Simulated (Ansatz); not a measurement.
# One shape, several levels: AlH3 (SMILES [H][Al]([H])[H])

Wanted: a comparison of 6 runs (r2SCAN0/3-21G, B2PLYP/6-31G*, PBE0/6-31G*, r2SCAN0/6-31G*, CCSDT(Q)/6-31G*, CCSDT/6-31G*) of AlH3. 

The results are computed with Ansatz 0.2.0.

61 further runs of the same task are left out: 2 that didn't finish, 59 set aside as unsound or not needed.

## 1. The molecule

AlH3 has 4 atoms, charge 0, and is taken as a singlet. SMILES: `[H][Al]([H])[H]`. The H2–Al1 distance was set to 3.106 Å, away from the relaxed value. At this shape a bond of the SMILES string is far longer than usual.

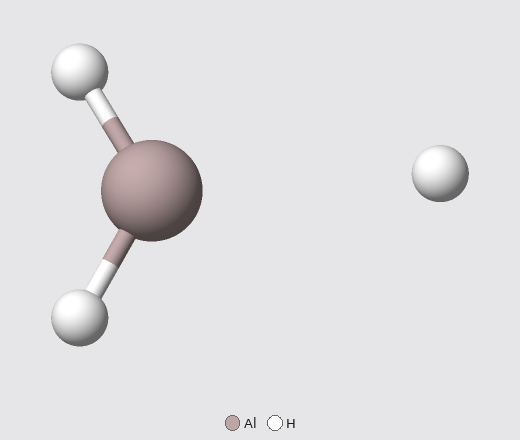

Viewed from a chosen angle; aluminium light grey, hydrogen white.

## 2. The energy at r2SCAN0/3-21G (run 1)

Input file run.yaml:

```yaml
crystal:
  periodic: [false, false, false]
  atoms:
    - {symbol: Al, position_ang: [-1.552714, 0.030481, -0.014570]}
    - {symbol: H, position_ang: [1.552650, -0.030520, 0.014610]}
    - {symbol: H, position_ang: [-2.302514, 1.390341, -0.033710]}
    - {symbol: H, position_ang: [-2.355534, -1.298799, -0.010110]}
basis:
  gaussian: {orbitals: 3-21G.json}
hamiltonian: {xc: {name: r2SCAN0}}
accuracy: high
```

The basis set 3-21G is read from a file made from the Basis Set Exchange's data (not shown).

Started as:

```sh
$ ansatz run run.yaml --threads 1 --pin off --max-ram 2610MiB --events-out events.jsonl --progress --plain --runs-dir runs
```

The log of the run:

```text
Warning: RAYON_NUM_THREADS=1 ignored (pool sized by the plan → 1); use --threads N
Functional definition: r2SCAN0
  name "r2SCAN0"
  parameter a = 0.25
  parameter k0 = 0.174
  parameter k1 = 0.065
  parameter a1 = 4.9479
  exchange = (1 - a)*r2scan_x(k0 = k0, k1 = k1, a1 = a1) + a*exact_x
  correlation = r2scan_c
366 factors; integrals over basis functions are off by at most 3.5e-9 eV
mean field evaluation 1: about -6601.9337 eV, gradient 1.2e1 eV
mean field evaluation 2: about -6598.9444 eV, gradient 1.9e1 eV
mean field evaluation 4: about -6603.0854 eV, gradient 4.1e-1 eV
mean field evaluation 8: about -6603.0808 eV, gradient 2.1e-2 eV
mean field evaluation 16: about -6603.0808 eV, gradient 7.1e-7 eV
mean field -6603.08077261 eV, -242.6587426644 hartree, gradient 4.3e-8 eV, S^2 0.000000; 0 other end points of the search recorded, 0 dependent functions left out
reference -6603.08077326 eV, -242.6587426884 hartree; 8, 8 occupied and 11, 11 virtual orbitals, 366 factors
Total energy: -6603.08077326 eV, -242.6587426884 hartree
```

It took 1.5 s on 1 thread of Arm Neoverse V2, shared host; peak memory 0.12 GiB.

## 3. The energy at B2PLYP/6-31G(d) (spherical functions) (run 2)

Input file job.yaml:

```yaml
crystal:
  periodic: [false, false, false]
  atoms:
    - {symbol: Al, position_ang: [-1.552714, 0.030481, -0.014570]}
    - {symbol: H, position_ang: [1.552650, -0.030520, 0.014610]}
    - {symbol: H, position_ang: [-2.302514, 1.390341, -0.033710]}
    - {symbol: H, position_ang: [-2.355534, -1.298799, -0.010110]}
basis:
  gaussian:
    orbitals: 6-31G_st_-spherical.json
magnetization:
  spin_polarized: false
hamiltonian:
  xc: {name: B2PLYP}
correlation:
  frozen_orbitals: {Al: 5, H: 0}
accuracy: high
```

The basis set 6-31G* is read from a file made from the Basis Set Exchange's data (not shown).

Started as:

```sh
$ ansatz run job.yaml --threads 1 --pin off --max-ram 2610MiB --events-out events.jsonl --progress --plain --runs-dir runs
```

The log of the run (excerpt; [...] marks lines left out):

```text
Warning: RAYON_NUM_THREADS=1 ignored (pool sized by the plan → 1); use --threads N
Functional definition: B2PLYP
  name "B2PLYP"
[...]
445 factors; integrals over basis functions are off by at most 3.7e-9 eV
[...]
mean field -6636.46168397 eV, -243.8854685305 hartree, gradient 2.8e-8 eV, S^2 0.000000; 0 other end points of the search recorded, 0 dependent functions left out; unrestricted orbitals would lower it
5 core orbitals not correlated: weight in the atoms' cores, before any rotation towards them, 1.000 or more for the frozen orbitals, at most 0.000 for the correlated occupied ones
reference -6636.46170769 eV, -243.8854694021 hartree; 3, 3 occupied and 16, 16 virtual orbitals, 445 factors
second order -2.68652447 eV of doubles, -0.00000000 eV of singles
Total energy: -6637.18706929 eV, -243.9121259496 hartree
```

Wall time 1.1 s (1 thread of Arm Neoverse V2, shared host).

Run 3 isn't shown in full; the table further down has it.

## 4. The energy at r2SCAN0/6-31G(d) (spherical functions) (run 4)

Changes to job.yaml since step 3:

```diff
@@ -10,8 +10,4 @@
     orbitals: 6-31G_st_-spherical.json
-magnetization:
-  spin_polarized: false
 hamiltonian:
-  xc: {name: B2PLYP}
-correlation:
-  frozen_orbitals: {Al: 5, H: 0}
+  xc: {name: r2SCAN0}
 accuracy: high
```

The basis set 6-31G* is read from a file made from the Basis Set Exchange's data (not shown).

Started as:

```sh
$ ansatz run job.yaml --threads 1 --pin off --max-ram 2610MiB --events-out events.jsonl --progress --plain --runs-dir runs
```

The log of the run:

```text
Warning: RAYON_NUM_THREADS=1 ignored (pool sized by the plan → 1); use --threads N
Functional definition: r2SCAN0
  name "r2SCAN0"
  parameter a = 0.25
  parameter k0 = 0.174
  parameter k1 = 0.065
  parameter a1 = 4.9479
  exchange = (1 - a)*r2scan_x(k0 = k0, k1 = k1, a1 = a1) + a*exact_x
  correlation = r2scan_c
445 factors; integrals over basis functions are off by at most 3.7e-9 eV
mean field evaluation 1: about -6638.5774 eV, gradient 1.2e1 eV
mean field evaluation 2: about -6635.6711 eV, gradient 1.8e1 eV
mean field evaluation 4: about -6639.7417 eV, gradient 5.1e-1 eV
mean field evaluation 8: about -6639.7414 eV, gradient 3.6e-3 eV
mean field evaluation 16: about -6639.7414 eV, gradient 4.4e-8 eV
mean field -6639.74137063 eV, -244.0059947925 hartree, gradient 4.3e-9 eV, S^2 0.000000; 0 other end points of the search recorded, 0 dependent functions left out
reference -6639.74137139 eV, -244.0059948204 hartree; 8, 8 occupied and 16, 16 virtual orbitals, 445 factors
Total energy: -6639.74137139 eV, -244.0059948204 hartree
```

Run time: 1.8 s. Hardware: 1 thread of Arm Neoverse V2, shared host; peak memory 0.12 GiB.

Run 5 isn't shown in full; the table further down has it.

## 5. A single-point energy at CCSDT/6-31G(d) (spherical functions) (run 6)

Changes to job.yaml since step 4:

```diff
@@ -10,4 +10,7 @@
     orbitals: 6-31G_st_-spherical.json
-hamiltonian:
-  xc: {name: r2SCAN0}
 accuracy: high
+correlation:
+  method: ccsdt
+  frozen_orbitals: {Al: 5, H: 0}
+scf:
+  omitted_lower_state_checks: [cluster_reference, increment]
```

The basis set 6-31G* is read from a file made from the Basis Set Exchange's data (not shown).

Started as:

```sh
$ ansatz run job.yaml --threads 1 --pin off --max-ram 2610MiB --events-out events.jsonl --progress --plain --runs-dir runs
```

The log of the run (excerpt; [...] marks lines left out):

```text
Warning: RAYON_NUM_THREADS=1 ignored (pool sized by the plan → 1); use --threads N
Functional definition: HF
  name "HF"
[...]
445 factors; integrals over basis functions are off by at most 3.7e-9 eV
[...]
mean field -6625.09956344 eV, -243.4679183028 hartree, gradient 1.7e-8 eV, S^2 0.000000; 1 other end points of the search recorded, 0 dependent functions left out; unrestricted orbitals would lower it
5 core orbitals not correlated: weight in the atoms' cores, before any rotation towards them, 1.000 or more for the frozen orbitals, at most 0.000 for the correlated occupied ones
reference -6625.09956344 eV, -243.4679183028 hartree; 3, 3 occupied and 16, 16 virtual orbitals, 445 factors
second order -1.83502309 eV of doubles, -0.00000000 eV of singles
cycle   1  -2.34754213 eV  change   -5.6e-1 eV  update   1.2e-1
[...]
cycle  27  -3.11582925 eV  change   1.3e-10 eV  update  3.2e-10
WARN: these amplitudes may be one of several solutions (largest doubles amplitude 0.45, level shift 0.45 eV)
Total energy: -6628.21539270 eV, -243.5824229158 hartree
Checks for a lower state left out: cluster_reference, increment
```

Run time: 0.34 s. Hardware: 1 thread of Arm Neoverse V2, shared host.

## 6. Overview of the runs

```tsv
run	level	frozen core orbitals	energy (Eh)	wall time
1	r2SCAN0/3-21G	–	-242.658743	1.5 s
2	B2PLYP/6-31G* (spherical functions)	5	-243.912126	1.1 s
3	PBE0/6-31G* (spherical functions)	–	-243.924924	0.7 s
4	r2SCAN0/6-31G* (spherical functions)	–	-244.005995	1.8 s
5	CCSDT(Q)/6-31G* (spherical functions)	5	-243.582596	0.38 s
6	CCSDT/6-31G* (spherical functions)	5	-243.582423	0.34 s
```

## 7. What came out

```
                                          quantity          value
                               run 6: total energy  -243.58242 Eh
run 6: correlation energy (5 core orbitals frozen)     -114.5 mEh
                              run 6: T1 diagnostic          0.056
```

**Reading.** Totals of different functionals can't be ranked against each other. In runs 2, 5, 6 the log says that unrestricted orbitals would lower the reference, so the values rest on an unstable closed-shell determinant (other closed-shell runs at this shape may share the fault). All runs together took 5.8 s, the longest 1.8 s.
